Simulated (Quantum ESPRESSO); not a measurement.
**Convergence test for LiAl₂FeO₆ (C2/m, 10 atoms in the cell)**

```xyz
10
Lattice="2.4527 -4.2665 0.0000 2.4527 4.2665 0.0000 -1.7595 0.0000 5.0229" Properties=species:S:1:pos:R:3 pbc="T T T"
Li     1.5730     0.0000     2.5115
Al     2.4527     1.4325     0.0000
Al     2.4527    -1.4325     0.0000
Fe     0.0000     0.0000     0.0000
O      0.8253     1.3879     0.9850
O      2.3207    -1.3879     4.0380
O      2.3207     1.3879     4.0380
O      0.8253    -1.3879     0.9850
O     -0.1158     0.0000     4.0413
O      3.2618     0.0000     0.9817
```
Moments meant for the start (each program seeds them in its own way; μB, in the order of the atoms Li Al Al Fe O O O O O O): 0.0 0.0 0.0 4.0 0.0 0.0 0.0 0.0 0.0 0.0.

Method: LDA (PZ)+U, GBRV 1.5 ultrasoft (LDA) pseudopotentials (plane waves; Quantum ESPRESSO).

The starting cell comes from a database of computed structures (which also holds hypothetical and non-ambient phases and stackings), without a prior relaxation at this level. With one magnetic atom in the cell only a parallel order is possible. With U or open f shells several self-consistent states can exist. In the base run, with a pressure of about -9 GPa the cell is away from its equilibrium volume at this level.

Held fixed: ecutwfc = 50 Ry; ecutrho = 400 Ry; occupations = smearing; smearing = fermi-dirac; degauss = 0.00147 Ry; nspin = 2; K_POINTS = automatic 4 4 4 0 0 0; HUBBARD = atomic; U Fe-3d 5.3 eV; mixing_beta = 0.3.

ΔF is the free energy per atom less that of the last row (7.3e-14 Ry).

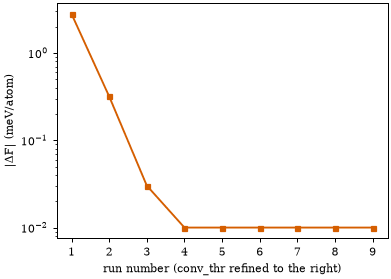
Figure: Size of the energy error against the last run of the series; values under 0.01 meV/atom are drawn at 0.01.

| conv_thr | ΔF (meV/atom) | pressure (GPa) | largest force (eV/Å) | gap on the mesh (eV) | size of the net moment (μB/atom) | iterations |
|---|---|---|---|---|---|---|
| 0.0073 Ry | 2.8 | 8.61 | 0.588 | 0.946 | 0.30 | 6 |
| 0.00073 Ry | 0.32 | -8.91 | 0.627 | 0.977 | 0.30 | 7 |
| 7.3e-05 Ry | 0.03 | -9.24 | 0.547 | 0.987 | 0.30 | 9 |
| 7.3e-06 Ry | 0.00 | -8.39 | 0.553 | 0.993 | 0.30 | 11 |
| 7.3e-07 Ry | 0.00 | -8.70 | 0.554 | 0.996 | 0.30 | 13 |
| 7.3e-08 Ry | 0.00 | -8.98 | 0.556 | 0.997 | 0.30 | 14 |
| 7.3e-10 Ry | 0.00 | -8.92 | 0.556 | 0.997 | 0.30 | 17 |
| 1e-10 Ry | 0.00 | -8.92 | 0.556 | 0.997 | 0.30 | 18 |
| 7.3e-12 Ry | 0.00 | -8.92 | 0.556 | 0.997 | 0.30 | 20 |
| 7.3e-14 Ry | 0.00 | -8.92 | 0.556 | 0.997 | 0.30 | 23 |

Pressure within 0.1 GPa of the last row: from conv_thr = 7.3e-08 Ry on; the one before it is off by 0.22 GPa. The value it settles on is -8.92 GPa at this level of theory and with the other settings as held.

Energy within 0.5 meV/atom of the last row: from conv_thr = 0.00073 Ry on; the one before it is off by 2.8 meV/atom.

The gap is read on the k-point mesh of the run and can differ from the gap over the whole zone at this level.
